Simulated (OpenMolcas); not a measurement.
# BNH3 (SMILES [BH]N): levels of theory compared

Wanted: a comparison of 6 runs (UB3LYP/STO-3G, UM06-2X/STO-3G, UPBE/STO-3G, USVWN5/STO-3G, ROMP2/STO-3G, ROCCSD(T)/STO-3G) of BNH3. 

The calculation is run with OpenMolcas 26.06.

1 further run of the same task is left out (set aside as unsound or not needed).

### 1 The system as given

BNH3: 5 atoms, total charge 0, spin state doublet. As SMILES, `[BH]N`. Geometry: relaxed at GFN2-xTB. This is one conformer, not always the lowest.

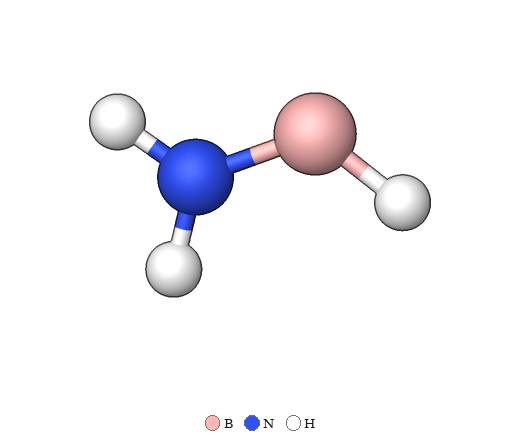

The structure, seen from a chosen angle (boron pink, nitrogen blue, hydrogen white).

### 2 The energy at UB3LYP/STO-3G (run 1)

run.input

```
* BH3N Kohn-Sham DFT

&GATEWAY
 BasLib=$CurrDir
 BasisSet
 B.STO-3G....
 B1 0.705780 -0.341620 0.539950 angstrom
 End of Basis
 BasisSet
 N.STO-3G....
 N2 -0.168710 0.403420 -0.210620 angstrom
 End of Basis
 BasisSet
 H.STO-3G....
 H3 0.536730 -1.486940 0.723750 angstrom
 H4 -1.006670 0.036070 -0.653090 angstrom
 H5 -0.067120 1.389060 -0.399980 angstrom
 End of Basis

&SEWARD
 GridInput
 Grid=UltraFine
 End of Grid

&SCF
 UHF
 Spin=2
 KSDFT=B3LYP
 Thresholds=1e-10 1e-07 1e-07 1e-05
 PrOrbitals=1 1
```

The basis set STO-3G is read from a file made from the Basis Set Exchange's data (not shown).

Run with:

```bash
$ export MOLCAS_MEM=1860
$ pymolcas run.input > run.log
```

Standard output:

```text
--- Start Module: gateway ---
[...]
--- Stop Module: gateway /rc=_RC_ALL_IS_WELL_ ---
--- Start Module: seward ---
[...]
      Basis functions           13
--- Stop Module: seward /rc=_RC_ALL_IS_WELL_ ---
--- Start Module: scf ---
[...]
       Convergence after  13 Iterations
[...]
::    Total KS-DFT energy                             -80.2937789614
[...]
      Total spin, S                                     0.5017060710
[...]
      Total electronic charge=   15.000000
      Total            charge=   -0.000000
[...]
      Dipole Moment (debye):
      Origin of the operator (angstrom)=    0.1736    0.0651    0.0950
                   X= -1.1395E+00               Y=  1.2597E+00               Z= -1.0540E+00           Total=  1.9991E+00
      Quadrupole Moment (debye*angstrom):
[...]
--- Stop Module: scf /rc=_RC_ALL_IS_WELL_ ---
[...]
```

Run time: 6.3 s. Hardware: 1 thread of Arm Neoverse V1, shared host; peak memory 0.37 GiB.

### 3 A single-point energy at UM06-2X/STO-3G (run 2)

run.inp

```
&GATEWAY
BASLIB = $CurrDir
BASISSET
B.STO-3G....
B1 0.705780 -0.341620 0.539950 angstrom
End of Basis
BASISSET
N.STO-3G....
N2 -0.168710 0.403420 -0.210620 angstrom
End of Basis
BASISSET
H.STO-3G....
H3 0.536730 -1.486940 0.723750 angstrom
H4 -1.006670 0.036070 -0.653090 angstrom
H5 -0.067120 1.389060 -0.399980 angstrom
End of Basis
&SEWARD
GRIDINPUT
Grid=UltraFine
End of Grid
&SCF
UHF
SPIN = 2
KSDFT = M062X
THRESHOLDS = 1e-10 1e-07 1e-07 1e-05
PRORBITALS = 1 1
```

The basis set STO-3G is read from a file made from the Basis Set Exchange's data (not shown).

Run with:

```bash
$ export MOLCAS_MEM=1860
$ pymolcas run.inp > run.log
```

Standard output:

```text
--- Start Module: gateway ---
[...]
--- Stop Module: gateway /rc=_RC_ALL_IS_WELL_ ---
--- Start Module: seward ---
[...]
      Basis functions           13
--- Stop Module: seward /rc=_RC_ALL_IS_WELL_ ---
--- Start Module: scf ---
[...]
       Convergence after  12 Iterations
[...]
::    Total KS-DFT energy                             -80.2860526371
[...]
      Total spin, S                                     0.5032396354
[...]
      Total electronic charge=   15.000000
      Total            charge=   -0.000000
[...]
      Dipole Moment (debye):
      Origin of the operator (angstrom)=    0.1736    0.0651    0.0950
                   X= -1.0893E+00               Y=  1.2316E+00               Z= -1.0146E+00           Total=  1.9321E+00
      Quadrupole Moment (debye*angstrom):
[...]
--- Stop Module: scf /rc=_RC_ALL_IS_WELL_ ---
[...]
```

Run time: 7.2 s. Hardware: 1 thread of Arm Neoverse V1, shared host; peak memory 0.37 GiB.

Run 3 isn't shown in full; the table further down has it.

### 4 The energy at USVWN5/STO-3G (run 4)

run.input

```
>>> EXPORT MOLCAS_PRINT=2

&GATEWAY
  BASLIB=$CurrDir
  BASISSET
  B.STO-3G....
  B1 0.705780 -0.341620 0.539950 angstrom
  End of Basis
  BASISSET
  N.STO-3G....
  N2 -0.168710 0.403420 -0.210620 angstrom
  End of Basis
  BASISSET
  H.STO-3G....
  H3 0.536730 -1.486940 0.723750 angstrom
  H4 -1.006670 0.036070 -0.653090 angstrom
  H5 -0.067120 1.389060 -0.399980 angstrom
  End of Basis

&SEWARD
  GRIDINPUT
  Grid=UltraFine
  End of Grid

&SCF
  UHF
  SPIN=2
  KSDFT=SVWN5
  THRESHOLDS=1e-10 1e-07 1e-07 1e-05
  PRORBITALS=1 1
```

The basis set STO-3G is read from a file made from the Basis Set Exchange's data (not shown).

Run with:

```bash
$ export MOLCAS_MEM=1860
$ pymolcas run.input > run.log
```

Standard output:

```text
--- Start Module: gateway ---
[...]
--- Stop Module: gateway /rc=_RC_ALL_IS_WELL_ ---
--- Start Module: seward ---
[...]
      Basis functions           13
--- Stop Module: seward /rc=_RC_ALL_IS_WELL_ ---
--- Start Module: scf ---
[...]
       Convergence after  12 Iterations
[...]
::    Total KS-DFT energy                             -79.5182980747
[...]
      Total spin, S                                     0.5023136898
[...]
      Total electronic charge=   15.000000
      Total            charge=   -0.000000
[...]
      Dipole Moment (debye):
      Origin of the operator (angstrom)=    0.1736    0.0651    0.0950
                   X= -1.3331E+00               Y=  1.3208E+00               Z= -1.1938E+00           Total=  2.2242E+00
      Quadrupole Moment (debye*angstrom):
[...]
--- Stop Module: scf /rc=_RC_ALL_IS_WELL_ ---
[...]
```

Run time: 4.5 s. Hardware: 1 thread of Arm Neoverse V1, shared host; peak memory 0.37 GiB.

Run 5 isn't shown in full; the table further down has it.

### 5 The energy at ROCCSD(T)/STO-3G (run 6)

run.input

```
* BH3N CCSD(T)
&gateway
baslib = $CurrDir
basisset
B.STO-3G....
B1 0.705780 -0.341620 0.539950 angstrom
End of Basis
basisset
N.STO-3G....
N2 -0.168710 0.403420 -0.210620 angstrom
End of Basis
basisset
H.STO-3G....
H3 0.536730 -1.486940 0.723750 angstrom
H4 -1.006670 0.036070 -0.653090 angstrom
H5 -0.067120 1.389060 -0.399980 angstrom
End of Basis
&seward
&scf
uhf
spin = 2
thresholds = 1e-10 1e-07 1e-07 1e-05
prorbitals = 1 1
&rasscf
fileorb = $Project.UnaOrb
spin = 2
nactel = 1 0 0
inactive = 7
ras2 = 1
outorbitals = Canonical
orblisting = Nothing
&motra
jobiph
frozen = 2
&ccsdt
cct
triples = 3
iterations = 80
accuracy = 1e-08
extrapolation = 5 4
```

The basis set STO-3G is read from a file made from the Basis Set Exchange's data (not shown).

Run with:

```bash
$ export MOLCAS_MEM=1860
$ pymolcas run.input > run.log
```

Standard output:

```text
--- Start Module: gateway ---
[...]
--- Stop Module: gateway /rc=_RC_ALL_IS_WELL_ ---
[...]
      Basis functions           13
[...]
       Convergence after  14 Iterations
[...]
::    Total SCF energy                                -79.8029967371
[...]
      Total spin, S                                     0.5043862563
[...]
      Number of active orbitals                  1
[...]
      Spin quantum number                      0.5
[...]
      Active orbitals                            1
[...]
      Number of CSFs                             1
[...]
      Number of root(s) required                 1
[...]
      Convergence after  7 iterations
[...]
      printout of CI-coefficients larger than  0.05 for root  1
      energy=     -79.801870
      conf/sym  1     Coeff  Weight
             1  u   1.00000 1.00000
      Natural orbitals and occupation numbers for root  1
      sym 1:   1.000000
      ************************************************************************************************************************
      *                                                    Final results                                                     *
[...]
::    RASSCF root number  1 Total energy:    -79.80186965
[...]
      Total electronic charge=   15.000000
      Total            charge=   -0.000000
[...]
      Dipole Moment (debye):
      Origin of the operator (angstrom)=    0.1736    0.0651    0.0950
                   X= -7.9550E-01               Y=  1.0588E+00               Z= -7.8222E-01           Total=  1.5381E+00
      Quadrupole Moment (debye*angstrom):
[...]
--- Start Module: motra ---
[...]
--- Start Module: ccsdt ---
[...]
      Convergence after                    17  Iterations
      Total energy (diff) :     -79.90469519       0.00000001
[...]
 METHOD                       : CCSD+T(CCSD)+<T3(1)WT1>+<T3(1)UT2> = CCSD(T)
[...]
       CCSD     =       -79.9046951859266
[...]
```

Run time: 2.4 s. Hardware: 1 thread of Arm Neoverse V1, shared host; peak memory 0.37 GiB.

### 6 The series

```csv
run,level,integration grid,frozen core orbitals,energy (Eh),dipole moment (D),HOMO energy (eV),LUMO energy (eV),wall time
1,UB3LYP/STO-3G,UltraFine,–,-80.293779,2.00,-2.51,3.07,6.3 s
2,UM06-2X/STO-3G,UltraFine,–,-80.286053,1.93,-3.95,3.95,7.2 s
3,UPBE/STO-3G,UltraFine,–,-80.174082,2.13,-1.17,2.38,5.1 s
4,USVWN5/STO-3G,UltraFine,–,-79.518298,2.22,-0.80,1.98,4.5 s
5,ROMP2/STO-3G,–,2,-79.880580,–,–,–,2.4 s
6,ROCCSD(T)/STO-3G,–,2,-79.906914,–,–,–,2.4 s
```

### 7 Summary of results

| quantity | value |
| --- | --- |
| run 6: total energy | -79.90691 Eh |
| run 6: (T) correction | -2.22 mEh |

**Reading.** Over runs 1, 2, 3, 4 the dipole moment (its size) runs from 1.93 D (UM06-2X/STO-3G) to 2.22 D (USVWN5/STO-3G). Totals of different functionals can't be ranked against each other. In runs 1, 2, 3, 4, 5, 6 the basis is minimal, so the values are rough. All runs together took 28 s, the longest 7.2 s.
